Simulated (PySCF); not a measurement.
C₄H₆BrIn, SMILES C=[CH][In]([Br])[CH]=C at its PBE0/def2-SVP optimised geometry (Å):

```
12

In     0.1923     0.0009     0.0000
Br     2.7065     0.0009     0.0000
C     -0.6437    -1.9630    -0.0003
C     -1.9512    -2.2177     0.1282
H      0.0500    -2.8068    -0.1005
H     -2.3419    -3.2438     0.1331
H     -2.7051    -1.4298     0.2380
C     -0.6441     1.9645     0.0000
C     -1.9526     2.2179    -0.1219
H      0.0491     2.8093     0.0950
H     -2.3441     3.2438    -0.1267
H     -2.7065     1.4293    -0.2262
```

Calculation: PBE0/def2-TZVP, def2 effective core potentials past Kr (PySCF). The core electrons that the potentials of In replace are not part of the density.

Map of the electrostatic potential (hartree/e), clipped to [-0.08, 0.12] on the plane z = 1.0 Å:

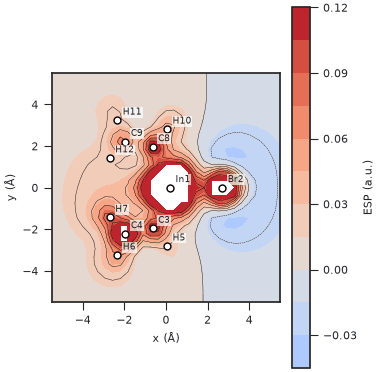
Figure. Electrostatic potential (hartree/e), clipped to [-0.08, 0.12] on the plane z = 1.0 Å.
